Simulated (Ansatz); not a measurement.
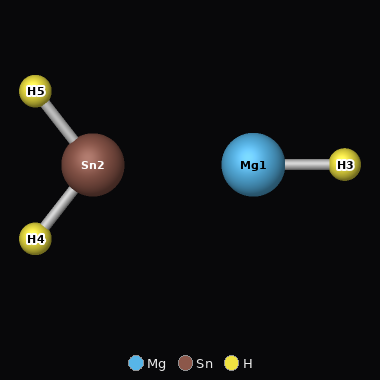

The system is H₃MgSn, charge +1; the picture shows the reference structure. The first coordinate is: umbrella angle at Sn2 (between each of its bonds and their common axis; 90 is planar); the second: change of the bonds Sn2–Mg1, Sn2–H4, Sn2–H5, all alike. Nothing is relaxed (all other coordinates rigid). The scan uses a 15 × 15 grid; 183 points were computed and 42 follow by symmetry. Points are written as (first, second). All energies are given in kJ/mol relative to the relaxed molecule at the same level. All numbers below come from RKS PBE-D4/def2-TZVP (Ansatz 0.2.0).

Its coordinates:

| atom | x (Å) | y (Å) | z (Å) |
| --- | --- | --- | --- |
| Mg | 0.6736 | -1.4277 | 0.9796 |
| Sn | -0.3964 | 0.8397 | -0.5767 |
| H | 1.2824 | -2.7164 | 1.8655 |
| H | -1.8451 | 0.8856 | -1.5190 |
| H | 0.2856 | 2.4189 | -0.7494 |

Range: umbrella angle at Sn2 (between each of its bonds and their common axis; 90 is planar) from 66.0 to 114.0°; change of the bonds Sn2–Mg1, Sn2–H4, Sn2–H5, all alike from −0.235 to 0.363 Å.

> What landscape does the calculation give?

The lowest grid point is at (90.0°, 0.021 Å), 0.6 kJ/mol from the relaxed molecule at the same level. No other kind of well shows on this grid. The highest grid point, (66.0°, −0.235 Å), lies 174 kJ/mol above the lowest. Round the minimum the two coordinates are nearly uncoupled.

```csv
"second ↓, first →",66.0,69.4,72.9,76.3,79.7,83.1,86.6,90.0,93.4,96.9,100.3,103.7,107.1,110.6,114.0
0.363,153,141,130,122,115,110,107,106,107,110,115,122,130,141,153
0.320,136,123,112,103,96,91,88,87,88,91,96,103,112,123,136
0.278,119,107,95,86,79,74,70,69,70,74,79,86,95,107,119
0.235,104,91,79,69,62,57,53,52,53,57,62,69,79,91,104
0.192,90,77,64,55,47,41,38,37,38,41,47,55,64,77,90
0.150,79,65,52,42,34,29,25,24,25,29,34,42,52,65,79
0.107,70,55,42,32,24,18,14,13,14,18,24,32,42,55,70
0.064,63,48,35,24,16,10,6,5,6,10,16,24,35,48,63
0.021,61,45,31,20,12,6,2,1,2,6,12,20,31,45,61
−0.021,63,47,32,21,12,6,2,1,2,6,12,21,32,47,63
−0.064,70,53,39,27,18,11,7,6,7,11,18,27,39,53,70
−0.107,84,67,51,39,30,23,19,18,19,23,30,39,51,67,84
−0.150,105,87,72,59,49,42,38,37,38,42,49,59,72,87,105
−0.192,134,116,100,87,77,70,66,64,66,70,77,87,100,116,134
−0.235,175,156,139,126,116,109,104,103,104,109,116,126,139,156,175
```

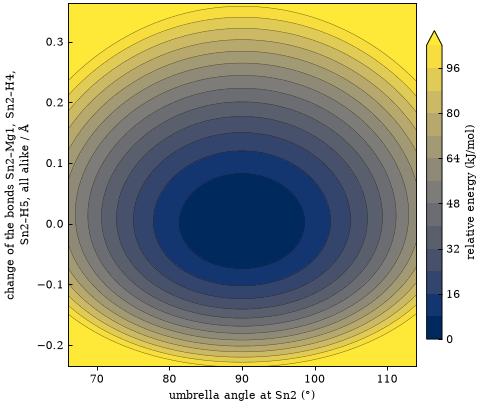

The picture shows filled contours, one colour for all values above the top of the scale. Between grid points the surface is interpolated.

Time for the 183 points that were run: 6.7 min on 1 thread of Arm Neoverse V2 (shared host).
